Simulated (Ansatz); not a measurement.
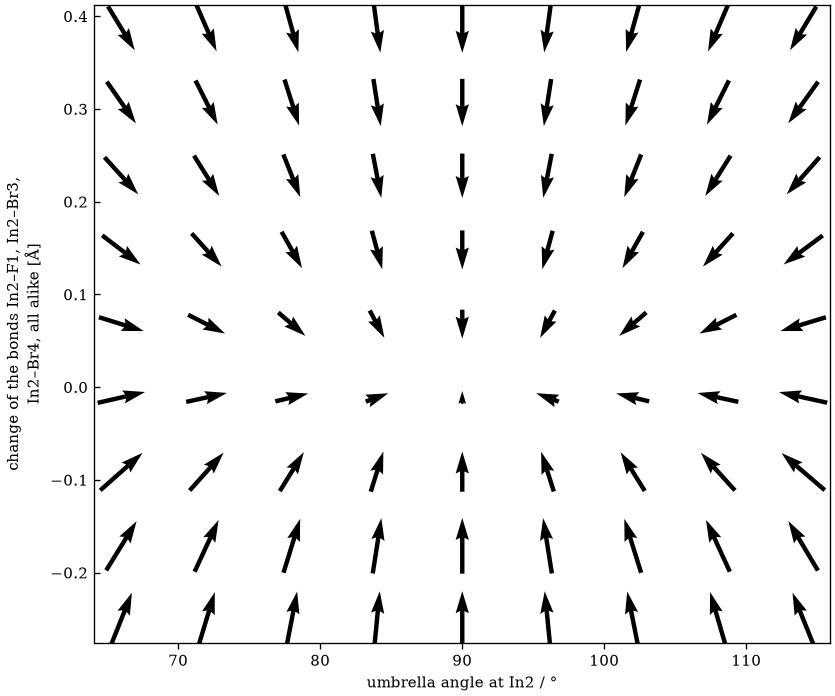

Br2FIn, SMILES [F][In]([Br])[Br]. Coordinates scanned: (1) umbrella angle at In2 (between each of its bonds and their common axis; 90 is planar); (2) change of the bonds In2–F1, In2–Br3, In2–Br4, all alike. Nothing is relaxed (all other coordinates rigid). The scan uses a 9 × 9 grid; 45 points were computed and 36 follow by symmetry. Points are written as (first, second). Theory: Ansatz 0.2.0, RKS BHLYP-D4/def2-SVP.

The picture shows arrows along the force (downhill), their lengths compressed.

The arrows alone are given. Where is the energy lowest?

Answer. The arrows converge at about (90°, 0.000 Å) (read from the interpolated surface).

The energy map of the same scan:

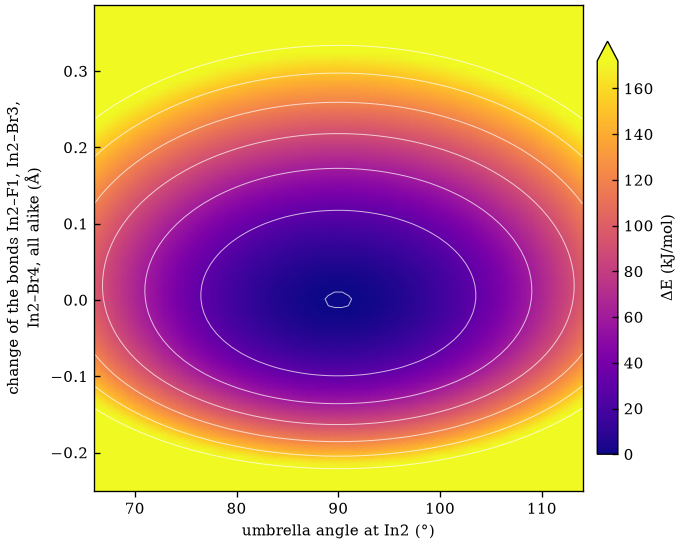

Energies are in kJ/mol, from the lowest grid point; between grid points the surface is interpolated.
